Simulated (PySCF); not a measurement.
# CH3N (methanimine) at 6 levels

We compute a comparison of 6 runs (HF/STO-3G, B3LYP/6-31G*, PBE0/def2-SVP, PBE0/6-311+G**, CCSD/pcseg-2, CCSD(T)/6-31G*) of CH3N (methanimine). Input form: a Python script.

The calculation is run with PySCF 2.14.0.

**1. The system as given**

The species is CH3N (5 atoms), meant as a singlet with charge 0. SMILES: `C=N`. Geometry: relaxed at PBE0-D4/def2-TZVP.

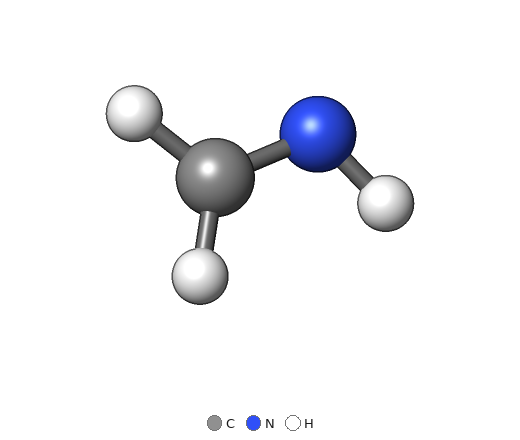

The structure, seen from a chosen angle (carbon grey, nitrogen blue, hydrogen white).

**2. Energy and gradient at HF/STO-3G (run 1)**

File run.py:

```python
from pyscf import gto, scf

molecule = gto.Mole()
molecule.atom = '''
C       -0.037200      -0.386500       0.038000
N        0.623200       0.654300      -0.225900
H       -1.090200      -0.400600       0.342700
H        0.457500      -1.356900      -0.036200
H        0.046700       1.489800      -0.118600
'''
molecule.verbose = 4
molecule.max_memory = 1860
molecule.spin = 0
molecule.basis = 'sto-3g'
molecule.build()

calc0 = scf.RHF(molecule)
calc0.conv_tol = 1e-10
calc0.kernel()
if not calc0.converged:
    calc0 = calc0.newton().run(calc0.mo_coeff, calc0.mo_occ)

energy = calc0.e_tot
print('E = %.10f Eh' % energy)
grad = calc0.nuc_grad_method().kernel()
calc0.analyze()
```

Started as:

```sh
$ OMP_NUM_THREADS=1 python run.py
```

Standard output:

```text
PySCF version 2.14.0

[INPUT] num. atoms = 5
[INPUT] num. electrons = 16
[INPUT] charge = 0
[INPUT] spin (= nelec alpha-beta = 2S) = 0
[INPUT] symmetry False subgroup None
[INPUT] Mole.unit = angstrom
[INPUT] Symbol           X                Y                Z      unit          X                Y                Z       unit  Magmom
[INPUT]  1 C     -0.037200000000  -0.386500000000   0.038000000000 AA   -0.070297811834  -0.730379147144   0.071809592733 Bohr   0.0
[INPUT]  2 N      0.623200000000   0.654300000000  -0.225900000000 AA    1.177677320829   1.236447803303  -0.426889131539 Bohr   0.0
[INPUT]  3 H     -1.090200000000  -0.400600000000   0.342700000000 AA   -2.060179421001  -0.757024285501   0.647609142888 Bohr   0.0
[INPUT]  4 H      0.457500000000  -1.356900000000  -0.036200000000 AA    0.864549701989  -2.564169378422  -0.068408085709 Bohr   0.0
[INPUT]  5 H      0.046700000000   1.489800000000  -0.118600000000 AA    0.088250210017   2.815313980377  -0.224121518373 Bohr   0.0

[... 58 lines left out ...]
Total Energy =                         -92.821950980673748
[... 1 line left out ...]
One-electron Energy =                 -191.103514258200107
[... 1 line left out ...]
Two-electron Coulomb Energy =           78.097810312292893
[... 3 lines left out ...]
MO #1   energy= -15.3427253666374  occ= 2
[... 1 line left out ...]
MO #3   energy= -1.16538029069325  occ= 2
[... 1 line left out ...]
MO #5   energy= -0.634986268095498 occ= 2
[... 1 line left out ...]
MO #7   energy= -0.396008688097033 occ= 2
[... 1 line left out ...]
MO #9   energy= 0.298788745373646  occ= 0
[... 1 line left out ...]
MO #11  energy= 0.656182457134206  occ= 0
[... 1 line left out ...]
MO #13  energy= 0.976703514164249  occ= 0
[... 21 lines left out ...]
Dipole moment(X, Y, Z, Debye): -1.74924, -0.17274,  0.51667
```

It took 2.1 s on 1 thread of Intel Xeon at 2.50GHz (Skylake/Cascade Lake), shared host; peak memory 0.12 GiB.

**3. Energy and gradient at B3LYP/6-31G(d) (spherical functions) (run 2)**

File input.py:

```python
from pyscf import gto, dft

system = gto.M(
    atom='''
C       -0.037200      -0.386500       0.038000
N        0.623200       0.654300      -0.225900
H       -1.090200      -0.400600       0.342700
H        0.457500      -1.356900      -0.036200
H        0.046700       1.489800      -0.118600
''',
    verbose=4,
    max_memory=1860,
    spin=0,
    basis='6-31g*',
)

mf = dft.RKS(system, xc='b3lyp')
mf.grids.level = 5
mf.conv_tol = 1e-10
mf.kernel()
if not mf.converged:
    mf = mf.newton().run(mf.mo_coeff, mf.mo_occ)

e_final = mf.e_tot
print('E(%s) = %.9f' % ('B3LYP', e_final))
grad = mf.nuc_grad_method().kernel()
dip = mf.dip_moment()
pop, q = mf.mulliken_pop()
```

Started as:

```sh
$ OMP_NUM_THREADS=1 python input.py
```

Standard output:

```text
PySCF version 2.14.0

[INPUT] num. atoms = 5
[INPUT] num. electrons = 16
[INPUT] charge = 0
[INPUT] spin (= nelec alpha-beta = 2S) = 0
[INPUT] symmetry False subgroup None
[INPUT] Mole.unit = angstrom
[INPUT] Symbol           X                Y                Z      unit          X                Y                Z       unit  Magmom
[INPUT]  1 C     -0.037200000000  -0.386500000000   0.038000000000 AA   -0.070297811834  -0.730379147144   0.071809592733 Bohr   0.0
[INPUT]  2 N      0.623200000000   0.654300000000  -0.225900000000 AA    1.177677320829   1.236447803303  -0.426889131539 Bohr   0.0
[INPUT]  3 H     -1.090200000000  -0.400600000000   0.342700000000 AA   -2.060179421001  -0.757024285501   0.647609142888 Bohr   0.0
[INPUT]  4 H      0.457500000000  -1.356900000000  -0.036200000000 AA    0.864549701989  -2.564169378422  -0.068408085709 Bohr   0.0
[INPUT]  5 H      0.046700000000   1.489800000000  -0.118600000000 AA    0.088250210017   2.815313980377  -0.224121518373 Bohr   0.0

[... 58 lines left out ...]
converged SCF energy = -94.6247160588381
[... 13 lines left out ...]
Dipole moment(X, Y, Z, Debye): -1.83754, -0.30037,  0.55114
[... 1 line left out ...]
pop of  0 C 1s            1.99636
pop of  0 C 2s            0.70301
pop of  0 C 3s            0.52319
pop of  0 C 2px           0.72881
pop of  0 C 2py           0.76389
pop of  0 C 2pz           0.53124
pop of  0 C 3px           0.26655
pop of  0 C 3py           0.20658
pop of  0 C 3pz           0.35547
pop of  0 C 3dxy          0.01554
pop of  0 C 3dyz          0.00645
pop of  0 C 3dz^2         0.00446
pop of  0 C 3dxz          0.00432
pop of  0 C 3dx2-y2       0.02176
pop of  1 N 1s            1.99717
pop of  1 N 2s            0.82218
pop of  1 N 3s            0.88347
pop of  1 N 2px           0.93573
pop of  1 N 2py           0.79056
pop of  1 N 2pz           0.66208
pop of  1 N 3px           0.56647
pop of  1 N 3py           0.27435
pop of  1 N 3pz           0.47477
pop of  1 N 3dxy          0.01634
pop of  1 N 3dyz          0.00393
pop of  1 N 3dz^2         0.00555
pop of  1 N 3dxz          0.00583
pop of  1 N 3dx2-y2       0.00487
pop of  2 H 1s            0.53375
pop of  2 H 2s            0.33762
pop of  3 H 1s            0.53372
pop of  3 H 2s            0.31492
pop of  4 H 1s            0.51820
pop of  4 H 2s            0.19084
 ** Mulliken atomic charges  **
charge of    0C =     -0.12764
charge of    1N =     -0.44330
charge of    2H =      0.12862
charge of    3H =      0.15136
charge of    4H =      0.29095
```

Run time: 12 s. Hardware: 1 thread of Intel Xeon at 2.50GHz (Skylake/Cascade Lake), shared host; peak memory 0.39 GiB.

Runs 3 to 5 aren't shown in full; the table further down has their settings and results.

**4. A single-point energy at CCSD(T)/6-31G(d) (spherical functions) (run 6)**

File input.py:

```python
# C=N
from pyscf import gto, scf, cc

system = gto.M(
    atom='''
C   -0.037200  -0.386500   0.038000
N    0.623200   0.654300  -0.225900
H   -1.090200  -0.400600   0.342700
H    0.457500  -1.356900  -0.036200
H    0.046700   1.489800  -0.118600
''',
    basis='6-31g*',
    verbose=3,
    max_memory=1860,
)

mf = scf.RHF(system)
mf.conv_tol = 1e-10
mf.kernel()
if not mf.converged:
    mf = mf.newton().run(mf.mo_coeff, mf.mo_occ)

mycc = cc.CCSD(mf, frozen=2)
mycc.kernel()
e_t = mycc.ccsd_t()
etot = mycc.e_tot + e_t
print(f'total energy: {etot:.8f} hartree')
mf.analyze()
```

Started as:

```sh
$ OMP_NUM_THREADS=1 python input.py
```

Standard output:

```text
converged SCF energy = -94.0273202964254
E(CCSD) = -94.33262549537064  E_corr = -0.3053051989452483
CCSD(T) correction = -0.00931119222111958
total energy: -94.34193669 hartree
**** MO energy ****
MO #1   energy= -15.5643821206612  occ= 2
MO #2   energy= -11.2799364540154  occ= 2
MO #3   energy= -1.21041866748611  occ= 2
MO #4   energy= -0.840284715628919 occ= 2
MO #5   energy= -0.683158883868914 occ= 2
MO #6   energy= -0.601486058579761 occ= 2
MO #7   energy= -0.448018595353405 occ= 2
MO #8   energy= -0.424483144695831 occ= 2
MO #9   energy= 0.166222779327721  occ= 0
MO #10  energy= 0.239690701597241  occ= 0
MO #11  energy= 0.279569816199912  occ= 0
MO #12  energy= 0.340208011302089  occ= 0
MO #13  energy= 0.465172179606459  occ= 0
MO #14  energy= 0.768136520507037  occ= 0
MO #15  energy= 0.80891508747659   occ= 0
MO #16  energy= 0.845431661982712  occ= 0
MO #17  energy= 0.881390738230883  occ= 0
MO #18  energy= 1.0243982599534    occ= 0
MO #19  energy= 1.03515984637453   occ= 0
MO #20  energy= 1.08829363862482   occ= 0
MO #21  energy= 1.16851343208338   occ= 0
MO #22  energy= 1.22813077965062   occ= 0
MO #23  energy= 1.26085821200153   occ= 0
MO #24  energy= 1.5614933264654    occ= 0
MO #25  energy= 1.76531659356691   occ= 0
MO #26  energy= 1.79253577834241   occ= 0
MO #27  energy= 2.11349576478595   occ= 0
MO #28  energy= 2.16832617522071   occ= 0
MO #29  energy= 2.23986396163808   occ= 0
MO #30  energy= 2.56554479090847   occ= 0
MO #31  energy= 2.69063263095457   occ= 0
MO #32  energy= 2.79944708157602   occ= 0
MO #33  energy= 2.96821053724875   occ= 0
MO #34  energy= 3.13163177440309   occ= 0
 ** Mulliken atomic charges  **
charge of    0C =     -0.01665
charge of    1N =     -0.36521
charge of    2H =      0.07870
charge of    3H =      0.10080
charge of    4H =      0.20236
Dipole moment(X, Y, Z, Debye): -2.10659, -0.48396,  0.64169
```

Run time: 3.9 s. Hardware: 1 thread of Intel Xeon at 2.50GHz (Skylake/Cascade Lake), shared host; peak memory 0.12 GiB.

**5. All runs side by side**

```tsv
run	level	integration grid	task	energy (Eh)	dipole moment (D) of the reference	HOMO energy (eV)	LUMO energy (eV)	wall time
1	HF/STO-3G	–	gradient	-92.821951	1.83	-9.75	8.13	2.1 s
2	B3LYP/6-31G* (spherical functions)	5	gradient	-94.624716	1.94	-7.22	-0.18	12 s
3	PBE0/def2-SVP	5	gradient	-94.440688	1.93	-7.53	-0.12	14 s
4	PBE0/6-311+G**	5	gradient	-94.540658	2.16	-7.82	-0.59	18 s
5	CCSD/pcseg-2	–	energy	-94.450182	2.27	-11.71	2.77	31 s
6	CCSD(T)/6-31G* (spherical functions)	–	energy	-94.341937	2.25	-11.55	4.52	3.9 s
```

**6. Summary of results**

```
                                          quantity         value
                               run 6: total energy  -94.34194 Eh
       run 6: dipole moment (Hartree–Fock density)        2.25 D
        run 6: HOMO energy (Hartree–Fock orbitals)     -11.55 eV
        run 6: LUMO energy (Hartree–Fock orbitals)       4.52 eV
      run 6: HOMO–LUMO gap (Hartree–Fock orbitals)      16.07 eV
run 6: correlation energy (2 core orbitals frozen)    -314.6 mEh
                             run 6: (T) correction     -9.31 mEh
                              run 6: T1 diagnostic         0.012
```

What this shows: Over runs 1, 2, 3, 4 the dipole moment (its size) runs from 1.83 D (HF/STO-3G) to 2.16 D (PBE0/6-311+G**). The two ends differ in method and basis. Over runs 1, 2, 3, 4 the HOMO–LUMO gap runs from 7.04 eV (B3LYP/6-31G*) to 17.88 eV (HF/STO-3G). Totals of different functionals can't be ranked against each other. In run 1 the basis is minimal, so the values are rough. All runs together took 82 s, the longest 31 s.
